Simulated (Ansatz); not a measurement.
A ladder of methods for SiO2 (silicon dioxide molecule)

SiO2: 3 atoms, total charge 0, spin state singlet. As SMILES, `O=[Si]=O`. The coordinates come from a GFN2-xTB relaxation.

| atom | x (Å) | y (Å) | z (Å) |
| --- | --- | --- | --- |
| O | 0.6912 | 1.2173 | 0.5137 |
| Si | -0.0007 | 0.0004 | -0.0002 |
| O | -0.6905 | -1.2177 | -0.5136 |

Each level gives the electronic atomisation energy (eV). The values are calculated. Electronic energies at fixed atoms, without zero-point motion or spin-orbit coupling.

| level | kind | program | value (eV) | less FCI/STO-3G | CPU time (all runs) |
| --- | --- | --- | --- | --- | --- |
| SVWN5/STO-3G | LDA | Ansatz | 13.81 | +6.48 | 1.1 s |
| BLYP/STO-3G | GGA | Ansatz | 11.42 | +4.09 | 1.7 s |
| BHLYP/STO-3G | global hybrid | Ansatz | 7.57 | +0.24 | 1.4 s |
| wB97M-V/STO-3G | range-separated hybrid | Ansatz | 9.88 | +2.55 | 12 s |
| wB97X/STO-3G | range-separated hybrid | Ansatz | 8.97 | +1.64 | 5.8 s |
| RPA@PBE/STO-3G | RPA | Ansatz | 6.48 | -0.85 | 2.4 s |
| MP2/STO-3G | perturbation theory | Ansatz | 6.99 | -0.34 | 0.27 s |
| BCCD(T)/STO-3G | coupled cluster or CI | Ansatz | 7.46 | +0.13 | 0.59 s |
| FCI/STO-3G | exact in the basis | Ansatz | 7.33 | 0.00 | 1.1 s |

FCI/STO-3G is exact within its basis and frozen core, so for wave-function methods in that basis the difference is their error; functionals converge differently with the basis, so for them it is only a difference. The values span 6.48 to 13.81 eV. All rows use very small basis sets, so none should be taken for the real molecule's value. In so small a basis fixed costs decide the times, and correlated methods can beat functionals. Times are those of the runs behind each value, whatever else they computed, on shared processors of several kinds: orders of magnitude only.

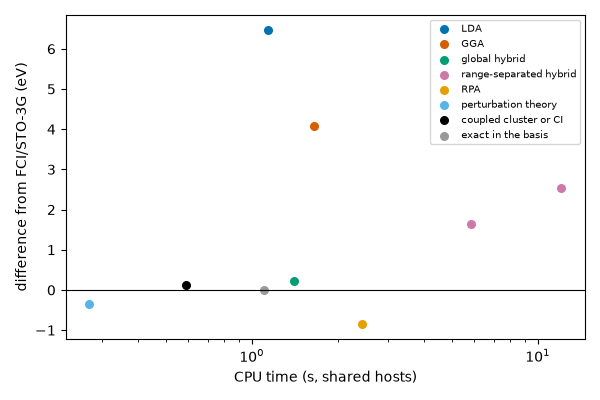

Difference from FCI/STO-3G against processor time, one point a level.
